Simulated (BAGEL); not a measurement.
# AlHSeF2 (SMILES [F][Al]([F])[SeH]): HF/6-31G(d) (density fitting with qzvpp-jkfit, spherical functions)

Aim: the energy change on altering one bond length of AlHSeF2 at HF/6-31G* (density fitting with qzvpp-jkfit, spherical functions), from 2 runs. 

Program for the calculation: BAGEL 1.2.2.

3 further runs of the same task are left out: 2 that didn't finish, 1 set aside as unsound or not needed.

## (1) Starting point

AlHSeF2 has 5 atoms, charge 0, and is taken as a singlet. As SMILES, `[F][Al]([F])[SeH]`. Geometry: relaxed at PBE0-D4/def2-TZVP.

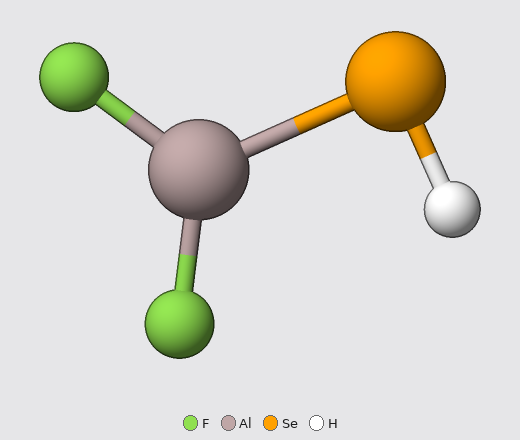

Viewed from a chosen angle; fluorine green, aluminium light grey, selenium orange, hydrogen white.

## (2) A single-point energy at HF/6-31G(d) (density fitting with qzvpp-jkfit, spherical functions)

calc.json reads:

```json
{ "bagel": [

{
  "title": "molecule",
  "basis": "6-31gs.json",
  "df_basis": "qzvpp-jkfit",
  "angstrom": "true",
  "geometry": [
    { "atom": "F", "xyz": [    0.820000,   -0.356200,    2.013500 ] },
    { "atom": "Al", "xyz": [    0.406700,   -0.281200,    0.431800 ] },
    { "atom": "F", "xyz": [    1.229200,   -1.192000,   -0.652600 ] },
    { "atom": "Se", "xyz": [   -1.302500,    1.088600,   -0.219800 ] },
    { "atom": "H", "xyz": [   -1.103600,    0.667100,   -1.614300 ] }
  ]
},
{ "title": "hf" },
{ "title": "print", "file": "orbitals.molden", "orbitals": "true" }

]}
```

The basis set 6-31G* is read from a file made from the Basis Set Exchange's data (not shown).

Command:

```bash
$ BAGEL_NUM_THREADS=1 BAGEL calc.json > calc.out
```

Output:

```text
* using 1 threads per process

  ===============================================================
  ===============================================================

  *** Geometry ***

  { "atom" : "F", "xyz" : [      1.549575,     -0.673120,      3.804964 ] },
  { "atom" : "Al", "xyz" : [      0.768552,     -0.531391,      0.815984 ] },
  { "atom" : "F", "xyz" : [      2.322851,     -2.252554,     -1.233235 ] },
  { "atom" : "Se", "xyz" : [     -2.461368,      2.057156,     -0.415362 ] },
  { "atom" : "H", "xyz" : [     -2.085502,      1.260636,     -3.050585 ] },

  Number of auxiliary basis functions:      566

  Since a DF basis is specified, we compute 2- and 3-index integrals:
    o Being stored without compression. Storage requirement is 0.029 GB

  Number of basis functions:       80
  Number of electrons      :       66

    * METHOD: MOLECULE                             0.50

  *** RHF ***

  === Nuclear Repulsion ===
   305.3126108622

      * DIIS with orbital gradients will be used.

  === RHF iteration (6-31gs.json) ===
      0      -2840.84933242          0.02196369           0.09
      1      -2841.00510249          0.01453725           0.08
      2      -2841.09897135          0.00094920           0.08
      3      -2841.09997961          0.00031477           0.08
      4      -2841.10005564          0.00009418           0.09
      5      -2841.10006648          0.00002273           0.10
      6      -2841.10006743          0.00000751           0.15
      7      -2841.10006755          0.00000186           0.15
      8      -2841.10006755          0.00000057           0.14
      9      -2841.10006755          0.00000027           0.14
     10      -2841.10006755          0.00000006           0.15
     11      -2841.10006755          0.00000001           0.15
     12      -2841.10006755          0.00000001           0.15
    * SCF iteration converged.

    * Permanent dipole moment:
           (    0.202565,    -0.108924,     0.377033) a.u.

    * METHOD: HF                                   1.92

    * METHOD: PRINT                                0.01

  ===============================================================
```

Wall time 2.7 s (1 thread of Intel Xeon 6975P-C (Granite Rapids), shared host); peak memory 0.15 GiB.

## (3) The distorted shape

input.json reads:

```json
{ "bagel" : [

{
  "title" : "molecule",
  "basis" : "6-31gs.json",
  "df_basis" : "qzvpp-jkfit",
  "angstrom" : true,
  "geometry" : [
    { "atom" : "F", "xyz" : [    0.760333,   -0.229756,    2.431829 ] },
    { "atom" : "Al", "xyz" : [    0.347033,   -0.154756,    0.850129 ] },
    { "atom" : "F", "xyz" : [    1.169533,   -1.065556,   -0.234271 ] },
    { "atom" : "Se", "xyz" : [   -1.362167,    1.215044,    0.198529 ] },
    { "atom" : "H", "xyz" : [   -1.103600,    0.667100,   -1.614300 ] }
  ]
},
{
  "title" : "hf"
},
{
  "title" : "print",
  "file" : "orbitals.molden",
  "orbitals" : true
}

]}
```

The basis set 6-31G* is read from a file made from the Basis Set Exchange's data (not shown).

Command:

```bash
$ BAGEL_NUM_THREADS=1 BAGEL input.json > input.out
```

Output:

```text
* using 1 threads per process

  ===============================================================
  ===============================================================

  *** Geometry ***

  { "atom" : "F", "xyz" : [      1.436821,     -0.434176,      4.595491 ] },
  { "atom" : "Al", "xyz" : [      0.655797,     -0.292446,      1.606511 ] },
  { "atom" : "F", "xyz" : [      2.210097,     -2.013609,     -0.442708 ] },
  { "atom" : "Se", "xyz" : [     -2.574123,      2.296100,      0.375165 ] },
  { "atom" : "H", "xyz" : [     -2.085502,      1.260636,     -3.050585 ] },

  Number of auxiliary basis functions:      566

  Since a DF basis is specified, we compute 2- and 3-index integrals:
    o Being stored without compression. Storage requirement is 0.029 GB

  Number of basis functions:       80
  Number of electrons      :       66

    * METHOD: MOLECULE                             0.51

  *** RHF ***

  === Nuclear Repulsion ===
   302.1699237423

      * DIIS with orbital gradients will be used.

  === RHF iteration (6-31gs.json) ===
      0      -2840.78800511          0.02212145           0.16
      1      -2840.95569788          0.01457964           0.14
      2      -2841.05091715          0.00103555           0.14
      3      -2841.05223462          0.00035423           0.15
      4      -2841.05235400          0.00011567           0.15
      5      -2841.05236918          0.00003225           0.14
      6      -2841.05237102          0.00001144           0.14
      7      -2841.05237131          0.00000248           0.15
      8      -2841.05237132          0.00000094           0.15
      9      -2841.05237132          0.00000044           0.15
     10      -2841.05237132          0.00000010           0.14
     11      -2841.05237132          0.00000004           0.13
     12      -2841.05237132          0.00000001           0.12
     13      -2841.05237132          0.00000001           0.09
    * SCF iteration converged.

    * Permanent dipole moment:
           (    0.201527,    -0.127945,     0.265455) a.u.

    * METHOD: HF                                   2.33

    * METHOD: PRINT                                0.01

  ===============================================================
```

Run time: 3.3 s. Hardware: 1 thread of Intel Xeon 6975P-C (Granite Rapids), shared host; peak memory 0.15 GiB.

## (4) Summary of results

Level: HF/6-31G* (density fitting with qzvpp-jkfit, spherical functions).

```
                                                          quantity           value
                                         first shape: total energy  -2841.10007 Eh
                                        first shape: dipole moment          1.12 D
                                          first shape: HOMO energy       -10.36 eV
                                          first shape: LUMO energy         1.96 eV
                                        first shape: HOMO–LUMO gap        12.32 eV
                                     distorted shape: total energy  -2841.05237 Eh
                                    distorted shape: dipole moment          0.91 D
                                      distorted shape: HOMO energy       -10.43 eV
                                      distorted shape: LUMO energy         0.90 eV
                                    distorted shape: HOMO–LUMO gap        11.33 eV
energy change with the Se4–H5 bond stretched from 1.470 to 1.911 Å        1.298 eV
```

What this shows: With the Se4–H5 bond stretched from 1.470 to 1.911 Å the energy rises by 1.30 eV (125 kJ/mol). The first shape isn't relaxed at this level, so the change isn't measured from a minimum.
